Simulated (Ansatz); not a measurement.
# AlClFH2N: molecular dynamics

Purpose: to follow the molecule's vibrations and see whether its bonds hold. The start is relaxed first. Runs: 500 steps of 0.5 fs at constant energy (fourth-order Milne integrator), with velocities drawn for 300 K.

Method: RKS PBE0/6-31G*, in Ansatz 0.2.0.

### Step 1. Starting point

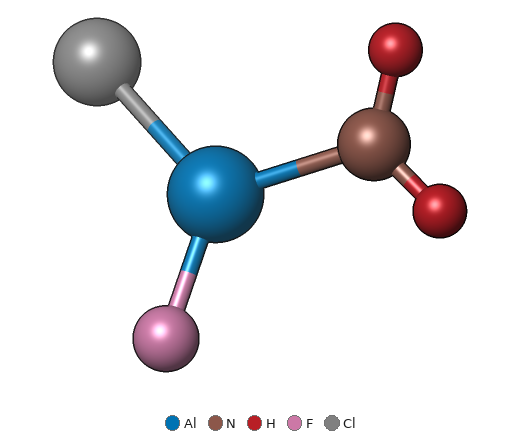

Start, viewed from a chosen angle; aluminium blue, nitrogen brown, hydrogen red, fluorine pink, chlorine grey.

As a file:

```xyz
6

Al    0.0000    0.0000    0.0000
N     0.0000    0.0000    1.9200
H    -0.8770   -0.2713    2.4500
H     0.8770    0.2713    2.4500
F     1.4635    0.0000   -0.8450
Cl   -1.9312    0.0000   -1.1150
```

### Step 2. Preparing the start

input.yaml

```yaml
crystal:
  periodic: [false, false, false]
  atoms:
    - { symbol: Al, position_ang: [0.0, 0.0, 0.0] }
    - { symbol: "N", position_ang: [0.0, 0.0, 1.92] }
    - { symbol: H, position_ang: [-0.877, -0.2713, 2.45] }
    - { symbol: H, position_ang: [0.877, 0.2713, 2.45] }
    - { symbol: F, position_ang: [1.4635, 0.0, -0.845] }
    - { symbol: Cl, position_ang: [-1.9312, 0.0, -1.115] }
basis:
  gaussian: { orbitals: "6-31G*" }
hamiltonian:
  xc: pbe0
relax:
  f_tol: 0.02
  max_steps: 40
```

Command:

```
$ ansatz run input.yaml --threads 1 --pin off --max-ram 2048MiB --backend cpu --events-out ev --progress --plain --runs-dir out
```

The program printed (excerpt; [...] marks lines left out):

```text
Warning: RAYON_NUM_THREADS=1 ignored (pool sized by the plan → 1); use --threads N
[...]
Functional definition: PBE0
[...]
718 factors; integrals over basis functions are off by at most 4.6e-4 eV
[...]
mean field -23350.76472960 eV, -858.1247760962 hartree, gradient 7.7e-5 eV, S^2 0.000000; 0 other end points of the search recorded, 0 dependent functions left out
[...]
reference -23350.76476138 eV, -858.1247772638 hartree; 24, 24 occupied and 48, 48 virtual orbitals, 718 factors
relax step   1: F+E_penalty+E_count = -23350.76472960 eV  Δ(F+E_penalty+E_count) = +0.000e0 eV  max|allowed force component| = 1.990e0 eV/Å  Δτ_max = 0.0000 Å  (25 SCF iters, accepted)
[...]
relax step   6: F+E_penalty+E_count = -23351.40618588 eV  Δ(F+E_penalty+E_count) = -8.581e-4 eV  max|allowed force component| = 5.526e-2 eV/Å  Δτ_max = 0.0087 Å  (23 SCF iters, accepted)
[...]
relax step   7: F+E_penalty+E_count = -23351.40628900 eV  Δ(F+E_penalty+E_count) = -1.031e-4 eV  max|allowed force component| = 1.881e-2 eV/Å  Δτ_max = 0.0037 Å  (22 SCF iters, accepted)
718 factors; integrals over basis functions are off by at most 4.1e-4 eV
[...]
mean field -23351.40628900 eV, -858.1483529692 hartree, gradient 1.2e-5 eV, S^2 0.000000; 1 other end points of the search recorded, 0 dependent functions left out
[...]
reference -23351.40632067 eV, -858.1483541328 hartree; 24, 24 occupied and 48, 48 virtual orbitals, 718 factors
Total energy: -23351.40632067 eV, -858.1483541328 hartree
Atom 0 at    -0.014008     0.008167     0.057050 Å, force    -0.001629     0.001098     0.009047 eV/Å
Atom 1 at    -0.009606    -0.002004     1.813795 Å, force     0.007142     0.001398    -0.018811 eV/Å
Atom 2 at    -0.842845    -0.062785     2.380385 Å, force    -0.013295     0.000208     0.013420 eV/Å
Atom 3 at     0.820416     0.054086     2.386384 Å, force     0.001698    -0.002160     0.002093 eV/Å
Atom 4 at     1.397833     0.106613    -0.784945 Å, force     0.006954     0.000845    -0.006293 eV/Å
Atom 5 at    -1.819491    -0.104077    -0.992669 Å, force    -0.000871    -0.001389     0.000544 eV/Å
Dipole moment:     0.053501     0.000473     0.575739 e Å
```

It took 19 s on 1 thread of Arm Neoverse V2, shared host; peak memory 0.16 GiB.

Relaxation path:

| step | energy from step 1 (eV) | largest force component (eV/Å) |
| --- | --- | --- |
| 1 | 0.0000 | 1.9900 |
| 2 | -0.5368 | 1.3588 |
| 3 | -0.6151 | 0.7436 |
| 4 | -0.6369 | 0.3488 |
| 5 | -0.6406 | 0.1618 |
| 6 | -0.6415 | 0.0553 |
| 7 | -0.6416 | 0.0188 |

Step 1 is the start.

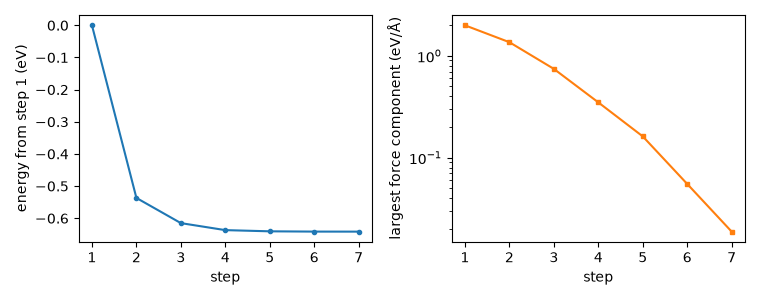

Energy and largest force along the relaxation.

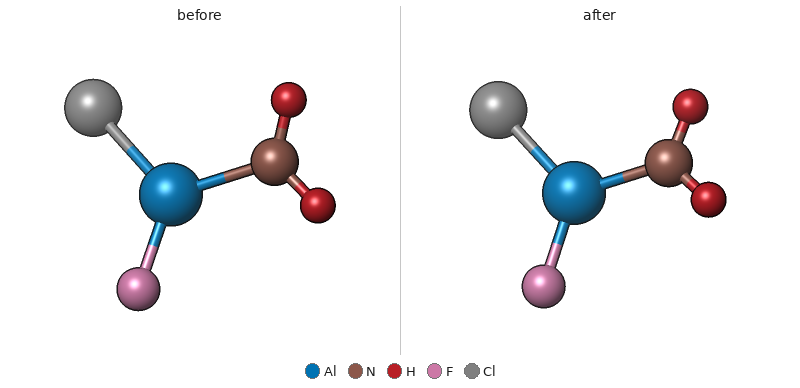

The structure before (left) and after (right), drawn at the same scale.

After: Bond lengths: Al1–N2 1.757 Å, N2–H3 1.009 Å, N2–H4 1.010 Å, Al1–F5 1.647 Å, Al1–Cl6 2.091 Å. Angles: Al1–N2–H3 124.0°, Al1–N2–H4 124.7°, H3–N2–H4 111.3°, N2–Al1–F5 120.6°, N2–Al1–Cl6 120.2°, F5–Al1–Cl6 119.1°.

### Step 3. Dynamics

500 steps of 0.5 fs at constant energy (fourth-order milne integrator), with velocities drawn for 300 K, from the relaxed start.

input.yaml

```yaml
crystal:
  periodic: [false, false, false]
  atoms:
    - { symbol: Al, position_ang: [-0.014008, 0.008167, 0.05705] }
    - { symbol: "N", position_ang: [-0.009606, -0.002004, 1.813795] }
    - { symbol: H, position_ang: [-0.842845, -0.062785, 2.380385] }
    - { symbol: H, position_ang: [0.820416, 0.054086, 2.386384] }
    - { symbol: F, position_ang: [1.397833, 0.106613, -0.784945] }
    - { symbol: Cl, position_ang: [-1.819491, -0.104077, -0.992669] }
basis:
  gaussian: { orbitals: "6-31G*" }
hamiltonian:
  xc: pbe0
md:
  timestep: 0.5
  n_steps: 500
  ensemble: nve_milne
  temperature: 300.0
  initial_velocities: maxwell_boltzmann
  seed: 321209
```

Command:

```
$ ansatz run input.yaml --threads 1 --pin off --max-ram 2048MiB --backend cpu --events-out ev --progress --plain --runs-dir out
```

The program printed (excerpt; [...] marks lines left out):

```text
Warning: RAYON_NUM_THREADS=1 ignored (pool sized by the plan → 1); use --threads N
[...]
[... 1 set-up line as earlier in the session ...]
[...]
718 factors; integrals over basis functions are off by at most 4.1e-4 eV
[...]
mean field -23351.40628896 eV, -858.1483529676 hartree, gradient 1.0e-5 eV, S^2 0.000000; 0 other end points of the search recorded, 0 dependent functions left out
[...]
reference -23351.40632057 eV, -858.1483541293 hartree; 24, 24 occupied and 48, 48 virtual orbitals, 718 factors
md step     0: t =     0.00 fs  T =   300.0 K  F+E_penalty+E_count = -23351.40628896 eV  E_kin = 0.155112 eV  conserved = -23351.25117696 eV  (25 SCF iters)
[...]
md step    20: t =    10.00 fs  T =   176.4 K  F+E_penalty+E_count = -23351.34238960 eV  E_kin = 0.091213 eV  conserved = -23351.25117611 eV  (30 SCF iters)
[...]
md step    40: t =    20.00 fs  T =   200.6 K  F+E_penalty+E_count = -23351.35487011 eV  E_kin = 0.103701 eV  conserved = -23351.25116961 eV  (26 SCF iters)
[...]
md step    60: t =    30.00 fs  T =   113.1 K  F+E_penalty+E_count = -23351.30967260 eV  E_kin = 0.058487 eV  conserved = -23351.25118554 eV  (24 SCF iters)
[...]
md step    80: t =    40.00 fs  T =   146.4 K  F+E_penalty+E_count = -23351.32685363 eV  E_kin = 0.075677 eV  conserved = -23351.25117697 eV  (23 SCF iters)
md step    81: t =    40.50 fs  T =   157.4 K  F+E_penalty+E_count = -23351.33258064 eV  E_kin = 0.081396 eV  conserved = -23351.25118472 eV  (23 SCF iters)
```

### Step 4. More of the same log: dynamics from the start

The log, continued (excerpt; [...] marks lines left out):

```text
md step    82: t =    41.00 fs  T =   170.1 K  F+E_penalty+E_count = -23351.33911505 eV  E_kin = 0.087926 eV  conserved = -23351.25118875 eV  (24 SCF iters)
[...]
md step   107: t =    53.50 fs  T =   193.1 K  F+E_penalty+E_count = -23351.35100839 eV  E_kin = 0.099829 eV  conserved = -23351.25117988 eV  (23 SCF iters)
[...]
md step   132: t =    66.00 fs  T =   100.8 K  F+E_penalty+E_count = -23351.30329044 eV  E_kin = 0.052114 eV  conserved = -23351.25117603 eV  (23 SCF iters)
[...]
md step   157: t =    78.50 fs  T =   108.1 K  F+E_penalty+E_count = -23351.30707175 eV  E_kin = 0.055897 eV  conserved = -23351.25117524 eV  (24 SCF iters)
[...]
md step   182: t =    91.00 fs  T =   201.3 K  F+E_penalty+E_count = -23351.35528234 eV  E_kin = 0.104092 eV  conserved = -23351.25119041 eV  (23 SCF iters)
md step   183: t =    91.50 fs  T =   217.8 K  F+E_penalty+E_count = -23351.36377112 eV  E_kin = 0.112601 eV  conserved = -23351.25117054 eV  (23 SCF iters)
md step   184: t =    92.00 fs  T =   229.2 K  F+E_penalty+E_count = -23351.36967571 eV  E_kin = 0.118492 eV  conserved = -23351.25118382 eV  (30 SCF iters)
```

### Step 5. The log goes on: dynamics from the start

Output, continued (excerpt; [...] marks lines left out):

```text
md step   185: t =    92.50 fs  T =   230.9 K  F+E_penalty+E_count = -23351.37058657 eV  E_kin = 0.119397 eV  conserved = -23351.25118999 eV  (30 SCF iters)
[...]
md step   206: t =   103.00 fs  T =   199.4 K  F+E_penalty+E_count = -23351.35430105 eV  E_kin = 0.103116 eV  conserved = -23351.25118497 eV  (23 SCF iters)
[...]
md step   227: t =   113.50 fs  T =   104.9 K  F+E_penalty+E_count = -23351.30539676 eV  E_kin = 0.054215 eV  conserved = -23351.25118136 eV  (22 SCF iters)
[...]
md step   248: t =   124.00 fs  T =   233.3 K  F+E_penalty+E_count = -23351.37180042 eV  E_kin = 0.120617 eV  conserved = -23351.25118375 eV  (24 SCF iters)
[...]
md step   499: t =   249.50 fs  T =   200.8 K  F+E_penalty+E_count = -23351.35499512 eV  E_kin = 0.103829 eV  conserved = -23351.25116621 eV  (30 SCF iters)
[...]
md step   500: t =   250.00 fs  T =   183.6 K  F+E_penalty+E_count = -23351.34610423 eV  E_kin = 0.094911 eV  conserved = -23351.25119280 eV  (26 SCF iters)
Total energy: -23351.34613577 eV, -858.1461423787 hartree
Atom 0 at     0.000516    -0.002126     0.021537 Å, force     1.042767     0.168209    -0.242962 eV/Å
Atom 1 at    -0.071507    -0.023045     1.776959 Å, force    -0.068627     0.298982     0.749853 eV/Å
Atom 2 at    -0.967011     0.013317     2.267487 Å, force     0.349736    -0.085878    -0.289417 eV/Å
Atom 3 at     0.673082     0.229611     2.427972 Å, force    -0.206758    -0.212254    -0.411676 eV/Å
Atom 4 at     1.471724     0.121656    -0.789475 Å, force    -1.029529    -0.117618     0.451744 eV/Å
Atom 5 at    -1.837967    -0.103146    -0.946629 Å, force    -0.087588    -0.051441    -0.257542 eV/Å
Dipole moment:     0.006996     0.071897     0.520807 e Å
```

Wall time 18 min (1 thread of Arm Neoverse V2, shared host); peak memory 0.13 GiB.

### Step 6. Frames and traces

The trajectory, every 36 steps (energies from step 0):

| time (fs) | T (K) | potential energy change (meV/atom) | total energy change (meV/atom) |
| --- | --- | --- | --- |
| 0.0 | 300 | 0.0 | 0.00 |
| 18.0 | 191 | 9.4 | 0.00 |
| 36.0 | 148 | 13.1 | 0.00 |
| 54.0 | 185 | 9.9 | 0.00 |
| 72.0 | 199 | 8.7 | 0.00 |
| 90.0 | 179 | 10.5 | 0.00 |
| 108.0 | 137 | 14.1 | 0.00 |
| 126.0 | 227 | 6.3 | 0.00 |
| 144.0 | 194 | 9.2 | 0.00 |
| 162.0 | 143 | 13.6 | 0.00 |
| 180.0 | 202 | 8.5 | 0.00 |
| 198.0 | 204 | 8.2 | 0.00 |
| 216.0 | 178 | 10.6 | 0.00 |
| 234.0 | 72 | 19.6 | 0.00 |
| 250.0 | 184 | 10.0 | 0.00 |

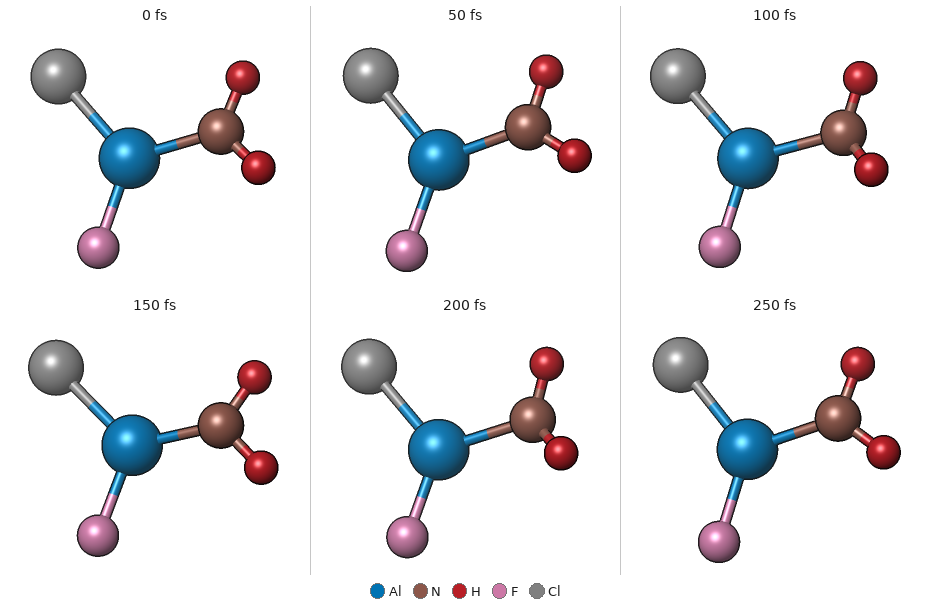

Six frames of the run, seen from a chosen angle. Sticks join atoms within a bonding distance in each frame.

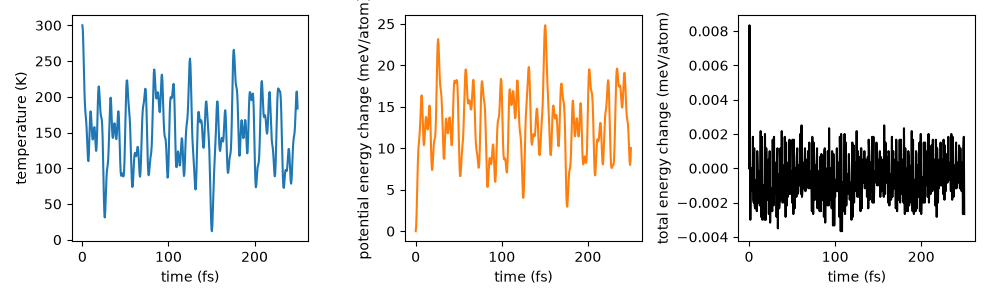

Traces against time; each panel has its own scale.

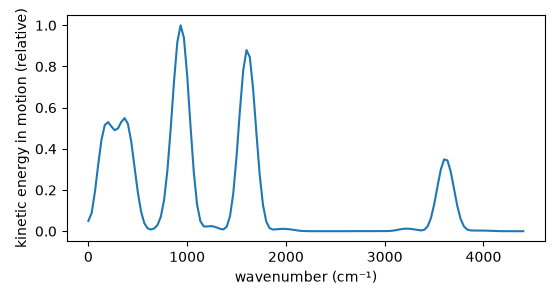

Power spectrum of the mass-weighted velocities; a run of 250 fs resolves no finer than about 270 cm⁻¹.

Maxima of the velocity power spectrum (cm⁻¹, relative height; resolution about 270 cm⁻¹): 200 (53), 370 (55), 930 (100), 1600 (88), 3600 (35).

### Step 7. Frames from the trajectory

Positions (Å) and forces (eV/Å):

```xyz
6
time_fs=31.0 T=145 dE=0.0800
Al    0.034    0.029    0.031   -1.514   -0.206    0.832
N    -0.095    0.009    1.795    0.328   -0.444    0.805
H    -0.981   -0.181    2.285    0.675    0.204   -0.481
H     0.700   -0.174    2.429   -0.685    0.270   -0.543
F     1.411    0.098   -0.803    1.008    0.102   -0.534
Cl   -1.822   -0.110   -0.954    0.188    0.073   -0.078
6
time_fs=62.5 T=117 dE=0.0948
Al    0.029    0.016    0.015   -1.451   -0.134    1.684
N    -0.085   -0.040    1.810    0.229   -0.046   -1.639
H    -0.971    0.045    2.260   -0.629   -0.008    0.262
H     0.643    0.253    2.418    0.675    0.135    0.523
F     1.416    0.108   -0.794    1.127    0.070   -0.656
Cl   -1.824   -0.104   -0.951    0.049   -0.017   -0.174
6
time_fs=94.0 T=184 dE=0.0597
Al   -0.008   -0.008    0.031   -0.662    0.037    1.595
N    -0.002    0.019    1.833    0.087   -0.221   -0.131
H    -0.846   -0.112    2.405    0.675    0.111   -0.423
H     0.853   -0.022    2.410   -0.803    0.057   -0.526
F     1.399    0.116   -0.767    0.678    0.031   -0.482
Cl   -1.828   -0.102   -0.992    0.025   -0.015   -0.033
6
time_fs=125.0 T=253 dE=0.0241
Al   -0.046   -0.001    0.072    0.088    0.052    0.416
N     0.072    0.019    1.841   -0.226   -0.124   -0.217
H    -0.692   -0.077    2.498    0.076    0.025   -0.132
H     0.964   -0.059    2.314   -0.041    0.058   -0.036
F     1.367    0.111   -0.759    0.130   -0.012   -0.145
Cl   -1.819   -0.104   -1.031   -0.027    0.001    0.115
6
time_fs=156.0 T=182 dE=0.0608
Al   -0.051    0.023    0.102    0.466   -0.105   -1.064
N     0.071   -0.038    1.839   -0.111    0.058   -0.185
H    -0.714    0.058    2.452   -0.359   -0.012    0.399
H     0.916    0.282    2.272    0.382    0.031    0.355
F     1.356    0.098   -0.786   -0.364    0.023    0.299
Cl   -1.808   -0.106   -1.035   -0.015    0.005    0.196
6
time_fs=187.5 T=144 dE=0.0806
Al   -0.023    0.016    0.092    0.712    0.009   -1.963
N    -0.006    0.018    1.807    0.029   -0.511    2.207
H    -0.841   -0.208    2.370    0.699    0.279   -0.454
H     0.845   -0.113    2.376   -0.724    0.205   -0.483
F     1.388    0.103   -0.815   -0.725   -0.012    0.590
Cl   -1.809   -0.107   -1.000    0.008    0.029    0.103
6
time_fs=219.0 T=166 dE=0.0692
Al   -0.002   -0.006    0.050    1.204    0.185   -1.241
N    -0.068    0.002    1.780    0.007   -0.009   -0.395
H    -0.963   -0.025    2.213   -0.580   -0.040    0.590
H     0.687    0.000    2.424    0.538    0.020    0.585
F     1.445    0.123   -0.813   -1.057   -0.137    0.624
Cl   -1.824   -0.103   -0.955   -0.113   -0.020   -0.163
6
time_fs=250.0 T=184 dE=0.0602
Al    0.001   -0.002    0.021    1.043    0.168   -0.243
N    -0.071   -0.023    1.777   -0.069    0.299    0.750
H    -0.967    0.013    2.268    0.350   -0.086   -0.289
H     0.673    0.230    2.428   -0.207   -0.212   -0.412
F     1.472    0.122   -0.789   -1.030   -0.118    0.452
Cl   -1.838   -0.103   -0.947   -0.088   -0.051   -0.258
```

### Step 8. Outcome

| quantity | value |
| --- | --- |
| relaxation of the start | 6 moves, 0.642 eV lower |
| length | 500 steps of 0.5 fs |
| temperature, first and last step | 300 and 184 K |
| temperature, second half | mean 148 K, from 12 to 266 K |
| potential energy, second half | +13 meV/atom from the start |
| largest change of the total energy | 0.01 meV/atom |
| bonds formed or broken | 0 |

The temperature starts at 300 K and averages 148 K in the second half, where it ranges from 12 to 266 K. About half is expected from a start at a minimum: kinetic energy passes into potential energy until both shares match. The total energy strays from its start by at most 0.01 meV/atom, under 0.1 % of the mean kinetic energy, so a step of 0.5 fs is short enough over this time. The bonding pattern survives the run. Averages from a run of 250 fs with 6 atoms are rough. The nuclei move classically, without zero-point motion, which matters most for hydrogen.
